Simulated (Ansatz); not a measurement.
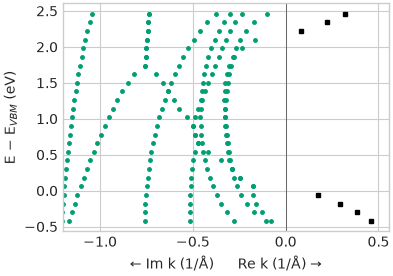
Fig. 1. Complex bands at the centre of the two-dimensional zone; r2SCAN in Ansatz (a quantum-chemistry and plane-wave program)

The gap is the functional's own. No spin-orbit coupling. Mid-gap values are those at the computed energy nearest the middle.

Task: This is TiO2 (P4_2/mnm, rutile, 6 atoms a cell, 10.4 Å³ an atom) along the normal of (100). Read off the slowest decay at the centre of the two-dimensional zone at 1.14 eV, the computed energy nearest the middle of the gap.

Result: κ ≈ 0.32 1/Å, a decay length 1/(2κ) of the density of 1.5 Å.
